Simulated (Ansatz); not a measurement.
# NbSi2N4 monolayer in a perpendicular field, part 2 of 3

Aim: how the NbSi2N4 monolayer screens a field along its normal, and what the field does to its bands. A positive field points along +c.

Ansatz 0.2.0; plane-wave DFT, PBE-D3(BJ), Ansatz PAW.

So far. Step 2 (Relaxing the slab): The lattice constant a goes from 2.920 to 2.950 Å.

### Step 3. Single point, field 0

A sawtooth potential applies the field, turning back in the middle of the vacuum. With the dipole correction the typed value is the field outside the slab. The induced dipole is small, so the SCF threshold is tight.

The cell differs from the one that the last finished run ended in (c 45.359 → 25.016 Å).

input.yaml

```yaml
crystal:
  lattice:
    - [2.9502392516, 0.0, 0.0]
    - [-1.4751196258, 2.5549821391, 0.0]
    - [0.0, 0.0, 25.0156492995]
  atoms:
    - { symbol: "N", position: [0.0, 0.0, 0.3597747911], spin: 0.01 }
    - { symbol: Si, position: [0.3333333333, 0.6666666667, 0.3799187149] }
    - { symbol: "N", position: [0.3333333333, 0.6666666667, 0.4497628575], spin: 0.01 }
    - { symbol: Nb, position: [0.0, 0.0, 0.5], spin: 0.35 }
    - { symbol: "N", position: [0.3333333333, 0.6666666667, 0.5502371425], spin: 0.01 }
    - { symbol: Si, position: [0.3333333333, 0.6666666667, 0.6200812851] }
    - { symbol: "N", position: [0.0, 0.0, 0.6402252089], spin: 0.01 }
magnetization:
  spin_polarized: true
kpoints:
  mp_grid: { grid: [18, 18, 1] }
  band_path:
    path: [[0, 0, 0], [0.5, 0, 0], [0.33333333, 0.33333333, 0], [0, 0, 0]]
    npoints: 16
hamiltonian:
  xc: pbe
  dispersion: d3bj
scf:
  occupations: { method: fermi_dirac, width: 0.05 }
  convergence: { dr2_threshold: 1.0e-10 }
efield:
  axis: 3
  dipole_correction: true
  ramp_position: 0.97
  ramp_width: 0.06
  amplitude: 0
output:
  dos: { projected: true, e_range: [-6, 5] }
  bader: true
  write_potential: true
  write_density: true
  volumetric_format: npy
  elf: true
```

Run with:

```console
$ ansatz run input.yaml --threads 4 --pin off --max-ram 6144MiB --backend cpu --events-out ev --progress --plain --runs-dir out
```

Numbers of over 12 decimals in the logs are rounded to 6 here.

Output:

```text
[...]
Crystal: 7 atoms, lattice volume = 188.563 Å³
Basis set: ecut = 420 eV, 3611 PW (Γ)
Bands: 28, of which v1, the nominal top of the filled ones, is band 21 counted from 1 (20 counted from 0)
Symmetry: 6 space group operations
k-points: 37 of 324 (time reversal used)
[...]
Starting moments: Σ|m| = 0.39 μB on 5 of 7 sites
[...]
SCF iter   1: F=—  HF=-7341.947825 eV  |F-HF|=—  |Δ(HF+E_count)|=         —  Δρ=3.91e-2 (↑3.91e-2 ↓3.87e-2)  dr2=1.49e1  dr2_m=1.30e-2  M=0.094 μB ∫|m|=0.120 μB  β_m=0.39  ethr=3.10e-3  p=0.000 e·Å  D=2.07e-13 V/Å  ΔV_dip=-0.00 eV  dr2_dipole=2.34e-9  V_vac-E_F(+/−)=6.47/6.47 eV  ⟨swp⟩=10.0  Hψ=13818  notcnv=0
[...]
efield: sawtooth ramp at fractional position 0.9700 (set: `efield.ramp_position`, or a place that a band, a saddle search or an elastic batch's reference lends), width 0.0600; the density the first Hamiltonian is built on has a dipole p = 0.000 e·Å; the dipole correction subtracts the counter field D = 2.07e-13 V/Å, which shifts the + side's vacuum level by -0.00 eV against the − side's; the planar-averaged density in the ramp window peaks in size at 5.3e-7 e/Å³
[...]
SCF iter   2: F=—  HF=-7356.839417 eV  |F-HF|=—  |Δ(HF+E_count)|=    1.49e1  Δρ=1.90e-2 (↑1.90e-2 ↓1.86e-2)  dr2=3.17e0  dr2_m=4.19e-3  M=0.108 μB ∫|m|=0.117 μB  β_m=0.41  ethr=3.10e-3  p=-0.000 e·Å  D=-1.71e-5 V/Å  ΔV_dip=0.00 eV  dr2_dipole=2.38e-8  V_vac-E_F(+/−)=5.79/5.79 eV  ⟨swp⟩=4.1  Hψ=6108  notcnv=0  defer=114
density mixer auto → msr1: a metal under ldos (density of states about μ 0.82 of a free-electron gas's, 16 screened modes)
SCF iter   3: F=—  HF=-7367.338369 eV  |F-HF|=—  |Δ(HF+E_count)|=    1.05e1  Δρ=1.14e-2 (↑1.14e-2 ↓1.13e-2)  dr2=5.27e-1  dr2_m=2.84e-4  M=0.146 μB ∫|m|=0.148 μB  β_m=0.57  ethr=3.10e-3  p=-0.000 e·Å  D=-7.46e-6 V/Å  ΔV_dip=0.00 eV  dr2_dipole=4.18e-9  V_vac-E_F(+/−)=5.57/5.57 eV  ⟨swp⟩=4.5  Hψ=5898  notcnv=0  defer=102
[...]
SCF iter  16: F=-7368.253987 eV  HF=-7368.253987 eV  |F-HF|=1.64e-11  |Δ(HF+E_count)|=  4.89e-10  Δρ=4.95e-8 (↑4.95e-8 ↓4.19e-8)  dr2=1.35e-11  dr2_m=1.98e-12  M=0.856 μB ∫|m|=0.872 μB  ethr=1.00e-12  p=0.000 e·Å  D=2.76e-8 V/Å  ΔV_dip=-0.00 eV  dr2_dipole=2.45e-14  V_vac-E_F(+/−)=5.45/5.45 eV  ⟨swp⟩=12.5  Hψ=10381  notcnv=0
SCF 1 converged in 16 iterations: F = -7368.253987 eV  dr2 = 1.35e-11
[...]
NSCF: frozen V_eff on 49 k-points
efield: sawtooth ramp at fractional position 0.9700 (kept from the solve that this one continues, or follows in the run), width 0.0600; the density the first Hamiltonian is built on has a dipole p = 0.000 e·Å; the dipole correction subtracts the counter field D = 2.76e-8 V/Å, which shifts the + side's vacuum level by -0.00 eV against the − side's; the planar-averaged density in the ramp window peaks in size at 7.0e-8 e/Å³
SCF converged after 16 iterations
Magnetization: 0.8558 μB (20.9279 up, 20.0721 down)
Absolute magnetization: 0.8724 μB (∫|ρ↑−ρ↓|, with the PAW one-centre terms)
[...]
Per-site moments (μB) at R_I (Å): [(0.00785593, 0.732723), (0.00358246, 0.720719), (0.00678304, 0.720719), (0.348724, 0.873160), (0.00678304, 0.720719), (0.00358246, 0.720719), (0.00785593, 0.732723)]
Free energy (F): -7368.253987 eV
[...]
Internal energy: -7368.242032 eV  (E = F + TS)
E sigma→0 (E₀):  -7368.248010 eV
Entropy (-TS):   -0.011955 eV (-1.708 meV/atom)
Fermi energy:    1.250355 eV
Dipole field:    D = -0.000000 V/Å  (p = -0.000000 e·Å, saw-weighted, corrected)
Work function:   Φ+ = 5.4468 eV   Φ− = 5.4468 eV
Levels:          The Fermi level and band energies are counted from a zero that moves with the ramp; work functions are not
[...]
--- Band table (eV; the first three rows and the last of 74) ---
  k-point 0 ↑: bands = [... 17 lower, -0.8979, -0.8979, -0.8735, 1.5437, 4.5608, 4.5608, 5.0281, 5.0319, ... 3 higher]
  k-point 1 ↑: bands = [... 17 lower, -1.0569, -0.9584, -0.7199, 1.5230, 4.3728, 4.5597, 4.8993, 5.2481, ... 3 higher]
  k-point 2 ↑: bands = [... 17 lower, -1.2080, -1.1240, -0.6523, 1.3867, 4.2319, 4.5604, 4.8202, 5.4947, ... 3 higher]
  k-point 36 ↓: bands = [... 17 lower, -2.4056, -0.5650, 0.1605, 1.9616, 4.5173, 5.2122, 6.5199, 6.8140, ... 3 higher]
--- Bader charges: 7 sites ---
  site symbol  charge [e]  shift [e]    m [muB]
     0      N     -2.2873     0.0095     0.0141
     1     Si      3.0714     0.0125     0.0047
     2      N     -1.7771     0.0029     0.0731
     3     Nb      1.9862     0.0004     0.6721
     4      N     -1.7772     0.0029     0.0731
     5     Si      3.0714     0.0125     0.0047
     6      N     -2.2873     0.0095     0.0141
  estimated error of the sums over rays = 7.6e-4 e
```

Elapsed: 25 s, on 4 threads of Intel Xeon 6975P-C (Granite Rapids), shared host; peak memory 0.91 GiB; 95 s of CPU time.

In the SCF lines HF is the Harris–Foulkes energy and dr2 the Hartree energy of the density residual, in eV; the loop may stop once dr2 is under the threshold and the program's other checks hold. Hψ counts applications of the Hamiltonian.

This step gave:

```yaml
energy_at_zero_smearing: -7368.2480 eV
total_moment: 0.8558 μB
site_moments: 0.007856, 0.003582, 0.006783, 0.3487, 0.006783, 0.003582, 0.007856 μB
work_function_upper_face: 5.447 eV
dipole_along_the_normal: -1.97e-7 e·Å
```

Running mean over a fixed 2.6 Å (it still follows the layers) of the planar mean; the ramp of the sawtooth is left out. Electron's electrostatic potential energy less the Fermi level against z:

```csv
z (Å),electron's electrostatic potential energy less the Fermi level (eV)
4,5.45
6,5.43
8,-1.45
10,-9.76
12,-12.7
14,-8.12
16,-8.05
18,4.94
20,5.45
```

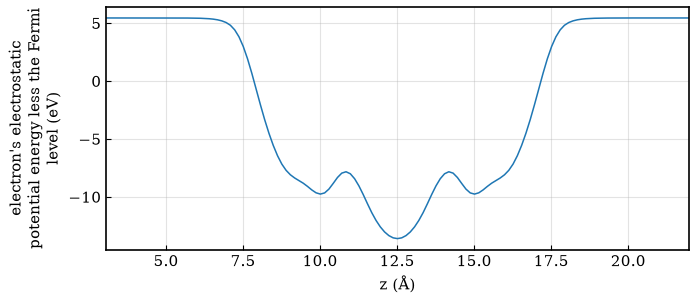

Electron's electrostatic potential energy less the Fermi level, plotted against z.

The density of states has structure finer than the step of the table below, so its rows give means over 0.5 eV, whole bins alone (the curve runs from -6 to 1.99 eV). Peaks (eV: height): total -5.67: 5.46, -5.28: 7.32, -2.99: 5.13, -2.11: 8.41, -1.95: 7.32, -0.76: 5.93, 0.07: 7.07; up -5.86: 2.85, -5.34: 4.57, -3.41: 2.69, -2.99: 3.38, -2.14: 4.55, -1.97: 4.15, -0.76: 5.93; down -5.28: 4.66, -5.20: 3.72, -4.54: 3.11, -2.88: 3.39, -2.09: 4.34, -1.86: 5.77, 0.07: 6.87.

Density of states against energy, zero at the Fermi level; means over each step; values in states/eV a cell:

```csv
energy (eV),total,up,down
-5.5,4.50,2.25,2.25
-5.0,4.36,2.22,2.15
-4.5,3.75,1.77,1.97
-4.0,2.26,1.08,1.18
-3.5,2.91,1.57,1.34
-3.0,4.10,2.02,2.08
-2.5,3.91,1.91,2.00
-2.0,5.68,2.69,2.99
-1.5,1.02,0.464,0.558
-1.0,0.495,0.387,0.108
-0.5,1.45,1.45,0
0.0,1.52,0.292,1.23
0.5,0.692,0.0193,0.673
1.0,0.120,0,0.120
1.5,0,0,0
```

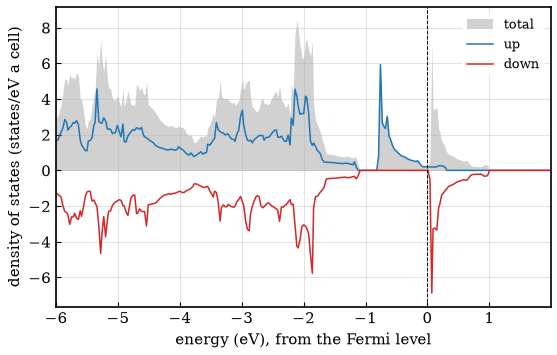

Density of states against energy. Down spins are drawn negative.

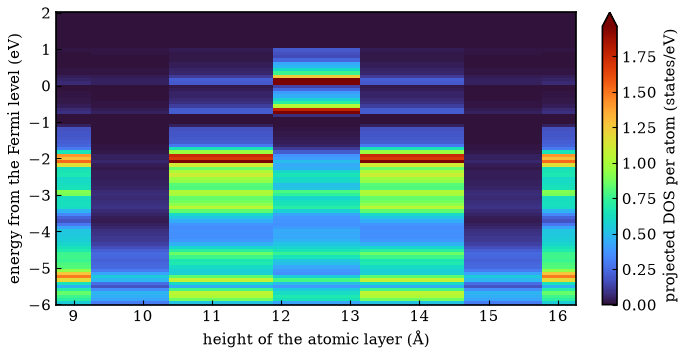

Projected DOS per atom over height of the atomic layer and energy from the Fermi level. Layers: N Si N Nb N Si N from below.

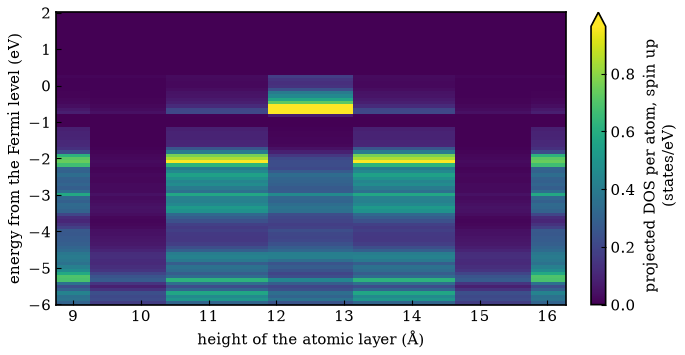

Projected DOS per atom, spin up over height of the atomic layer and energy from the Fermi level. Layers: N Si N Nb N Si N from below.

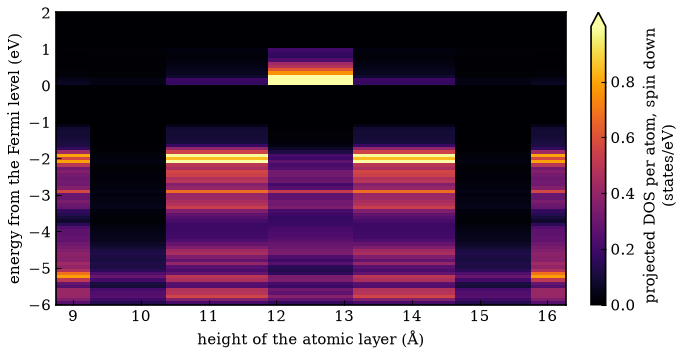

Projected DOS per atom, spin down over height of the atomic layer and energy from the Fermi level. Layers: N Si N Nb N Si N from below.

Deep bands are left out, so band numbers here count from the lowest band kept and differ from the log's. The electronic bands at the labelled points (eV, zero at the Fermi level; # counts the bands kept):

```csv
point,up #10,up #11,up #12,up #13,down #10,down #11,down #12,down #13
Γ,-2.15,-2.15,-2.12,0.29,-2.09,-2.07,-2.07,0.99
M,-2.22,-2.21,-1.69,-0.65,-2.18,-2.14,-1.64,0.14
K,-3.84,-1.87,-1.13,-0.09,-3.66,-1.82,-1.09,0.71
Γ,-2.15,-2.15,-2.12,0.29,-2.09,-2.07,-2.07,0.99
```

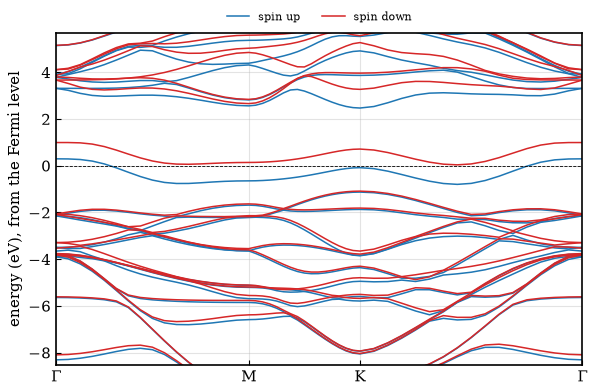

Electronic bands along the path; the two colours are the two spins.

Site moment by atom:

```csv
atom,site moment (μB)
N1,0.008
Si2,0.004
N3,0.007
Nb4,0.349
N5,0.007
Si6,0.004
N7,0.008
```

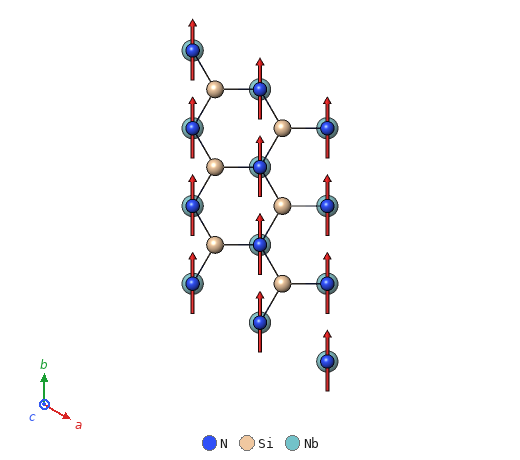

Site moment as arrows, the longest 0.349 μB. Up and down stand for the sign. Arrows give size and sign along the axis of quantisation, drawn up and down the page. Bonds to atoms that aren't drawn are left out. 2×3×1 cells are drawn. Some periodic images of atoms are drawn too.

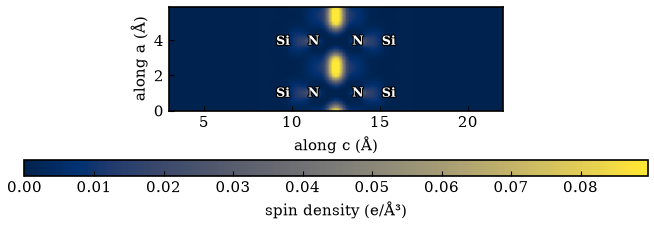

Spin density in the ca plane at fractional y = 0.667, with atoms of Si and N within 0.2 Å of it. The far vacuum is left out of the map.

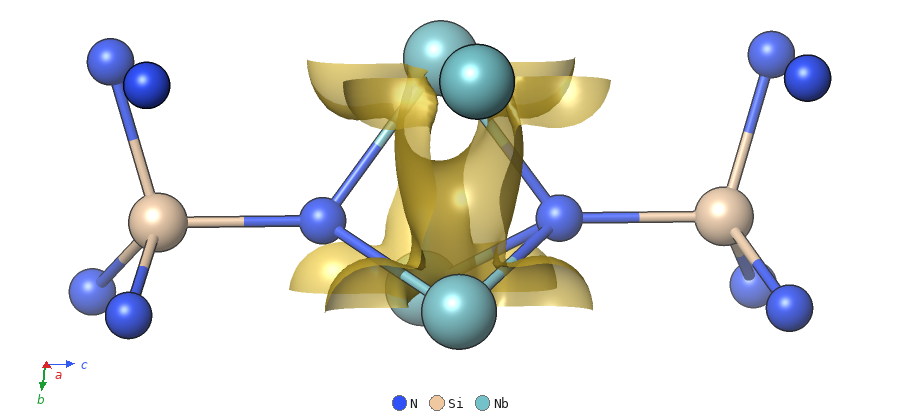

Surface of spin density = 0.037 e/Å³, which holds about 70 % of the integral of its size. Bonds to atoms that aren't drawn are left out.

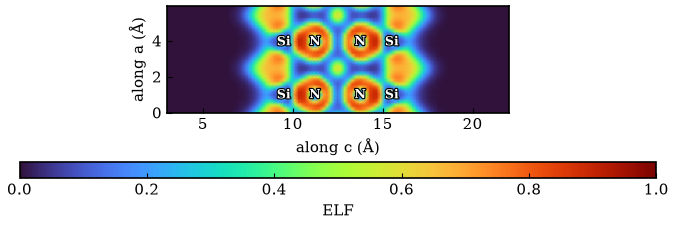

ELF in the ca plane at fractional y = 0.667, with atoms of Si and N within 0.2 Å of it. It is the smooth field of the valence electrons, not physical close to the nuclei. The far vacuum is left out of the map.

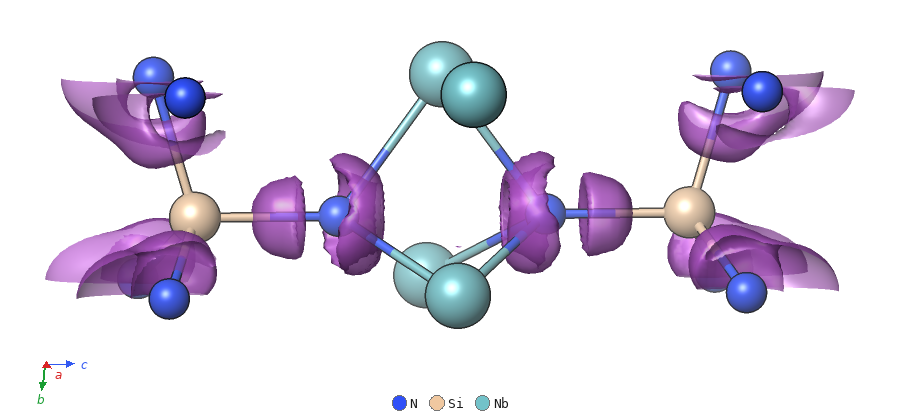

Surface of ELF = 0.81. Bonds to atoms that aren't drawn are left out.

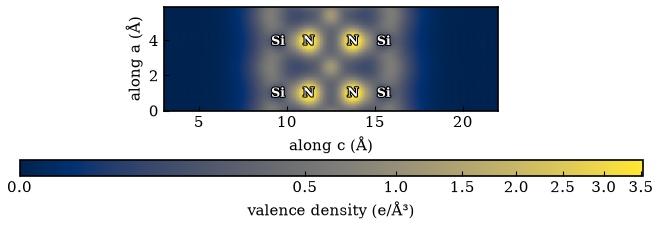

Valence density in the ca plane at fractional y = 0.667, with atoms of Si and N within 0.2 Å of it. It is the smooth field of the valence electrons, not physical close to the nuclei. The colour scale is stretched toward low values. The far vacuum is left out of the map.

The work function of the upper face is 5.45 eV.

### Step 4. Atoms held, field 0.05 V/Å

Edit input.yaml of step 3 so:

```diff
@@ -31,6 +31,4 @@
   ramp_width: 0.06
-  amplitude: 0
+  amplitude: 0.05
 output:
-  dos: { projected: true, e_range: [-6, 5] }
-  bader: true
   write_potential: true
@@ -38,2 +36 @@
   volumetric_format: npy
-  elf: true
```

Output:

```text
[...]
Crystal: 7 atoms, lattice volume = 188.563 Å³
Basis set: ecut = 420 eV, 3611 PW (Γ)
Bands: 28, of which v1, the nominal top of the filled ones, is band 21 counted from 1 (20 counted from 0)
Symmetry: 6 space group operations
k-points: 37 of 324 (time reversal used)
[...]
Starting moments: Σ|m| = 0.39 μB on 5 of 7 sites
[...]
k-point 1 ↑: bands = [... 17 lower, -1.0569, -0.9584, -0.7199, 1.5230, 4.3725, 4.5597, 4.8985, 5.2480, ... 3 higher]
  k-point 2 ↑: bands = [... 17 lower, -1.2079, -1.1240, -0.6522, 1.3867, 4.2315, 4.5604, 4.8200, 5.4947, ... 3 higher]
  k-point 36 ↓: bands = [... 17 lower, -2.4057, -0.5654, 0.1608, 1.9615, 4.5172, 5.2120, 6.5198, 6.8140, ... 3 higher]
[key lines of the parts left out:]
SCF converged after 16 iterations
Magnetization: 0.8558 μB (20.9279 up, 20.0721 down)
Free energy (F): -7368.254402 eV
Fermi energy:    1.250300 eV
Dipole field:    D = 0.015915 V/Å  (p = 0.016584 e·Å, saw-weighted, corrected)
```

Wall time 13 s (4 threads); peak memory 0.91 GiB; 51 s of CPU time.

The dipole is 0.0166 e·Å.

### Step 5. Single point, field -0.05 V/Å

Edit input.yaml of step 4 so:

```diff
@@ -31,3 +31,3 @@
   ramp_width: 0.06
-  amplitude: 0.05
+  amplitude: -0.05
 output:
```

Output:

```text
[...]
Crystal: 7 atoms, lattice volume = 188.563 Å³
Basis set: ecut = 420 eV, 3611 PW (Γ)
Bands: 28, of which v1, the nominal top of the filled ones, is band 21 counted from 1 (20 counted from 0)
Symmetry: 6 space group operations
k-points: 37 of 324 (time reversal used)
[...]
Starting moments: Σ|m| = 0.39 μB on 5 of 7 sites
[...]
k-point 1 ↑: bands = [... 17 lower, -1.0569, -0.9584, -0.7199, 1.5230, 4.3725, 4.5597, 4.8985, 5.2480, ... 3 higher]
  k-point 2 ↑: bands = [... 17 lower, -1.2079, -1.1240, -0.6522, 1.3867, 4.2315, 4.5604, 4.8200, 5.4947, ... 3 higher]
  k-point 36 ↓: bands = [... 17 lower, -2.4057, -0.5654, 0.1608, 1.9615, 4.5172, 5.2120, 6.5198, 6.8140, ... 3 higher]
[key lines of the parts left out:]
SCF converged after 16 iterations
Magnetization: 0.8558 μB (20.9279 up, 20.0721 down)
Free energy (F): -7368.254402 eV
Fermi energy:    1.250300 eV
Dipole field:    D = -0.015915 V/Å  (p = -0.016584 e·Å, saw-weighted, corrected)
```

Wall time 14 s (4 threads); peak memory 0.91 GiB.

The dipole is -0.0166 e·Å.

### Step 6. Single point, field 0.1 V/Å

Edit input.yaml of step 5 so:

```diff
@@ -31,3 +31,3 @@
   ramp_width: 0.06
-  amplitude: -0.05
+  amplitude: 0.1
 output:
```

Output:

```text
[...]
Crystal: 7 atoms, lattice volume = 188.563 Å³
Basis set: ecut = 420 eV, 3611 PW (Γ)
Bands: 28, of which v1, the nominal top of the filled ones, is band 21 counted from 1 (20 counted from 0)
Symmetry: 6 space group operations
k-points: 37 of 324 (time reversal used)
[...]
Starting moments: Σ|m| = 0.39 μB on 5 of 7 sites
[...]
k-point 1 ↑: bands = [... 17 lower, -1.0568, -0.9585, -0.7199, 1.5228, 4.3713, 4.5595, 4.8961, 5.2479, ... 3 higher]
  k-point 2 ↑: bands = [... 17 lower, -1.2077, -1.1241, -0.6522, 1.3866, 4.2304, 4.5602, 4.8193, 5.4945, ... 3 higher]
  k-point 36 ↓: bands = [... 17 lower, -2.4058, -0.5664, 0.1617, 1.9613, 4.5171, 5.2115, 6.5193, 6.8140, ... 3 higher]
[key lines of the parts left out:]
SCF converged after 16 iterations
Magnetization: 0.8558 μB (20.9279 up, 20.0721 down)
Free energy (F): -7368.255646 eV
Fermi energy:    1.250159 eV
Dipole field:    D = 0.031828 V/Å  (p = 0.033166 e·Å, saw-weighted, corrected)
```

Elapsed: 14 s, on 4 threads; peak memory 0.91 GiB; 53 s of CPU time.

The dipole is 0.0332 e·Å.

### Step 7. Atoms held, field 0.2 V/Å

Edit input.yaml of step 6 so:

```diff
@@ -31,3 +31,3 @@
   ramp_width: 0.06
-  amplitude: 0.1
+  amplitude: 0.2
 output:
```

Output:

```text
[...]
Crystal: 7 atoms, lattice volume = 188.563 Å³
Basis set: ecut = 420 eV, 3611 PW (Γ)
Bands: 28, of which v1, the nominal top of the filled ones, is band 21 counted from 1 (20 counted from 0)
Symmetry: 6 space group operations
k-points: 37 of 324 (time reversal used)
[...]
Starting moments: Σ|m| = 0.39 μB on 5 of 7 sites
[...]
k-point 1 ↑: bands = [... 17 lower, -1.0563, -0.9590, -0.7196, 1.5223, 4.3665, 4.5588, 4.8851, 5.2473, ... 3 higher]
  k-point 2 ↑: bands = [... 17 lower, -1.2065, -1.1245, -0.6519, 1.3861, 4.2261, 4.5595, 4.8163, 5.4939, ... 3 higher]
  k-point 36 ↓: bands = [... 17 lower, -2.4064, -0.5706, 0.1654, 1.9607, 4.5164, 5.2096, 6.5177, 6.8139, ... 3 higher]
[key lines of the parts left out:]
SCF converged after 16 iterations
Magnetization: 0.8557 μB (20.9279 up, 20.0721 down)
Free energy (F): -7368.260621 eV
Fermi energy:    1.249599 eV
Dipole field:    D = 0.063660 V/Å  (p = 0.066338 e·Å, saw-weighted, corrected)
```

Elapsed: 14 s, on 4 threads; peak memory 0.92 GiB; 52 s of CPU time.

The dipole is 0.0663 e·Å.

(Continued in part 3 of 3.)

[Logs are printed without paths, hosts, clocks, repeated set-up lines and the standing remarks that a program may print on its own settings, such as how far it seeks lower states.]

[Hosts, paths, dates, database ids (printed as entryN), source tags and the programs' standing remarks are cut or masked in the printed files.]

[Maps of the electrostatic potential energy from Ansatz leave out the sawtooth potential of an applied field or a dipole correction, so their vacuum need not be flat; planar profiles and work functions include it.]
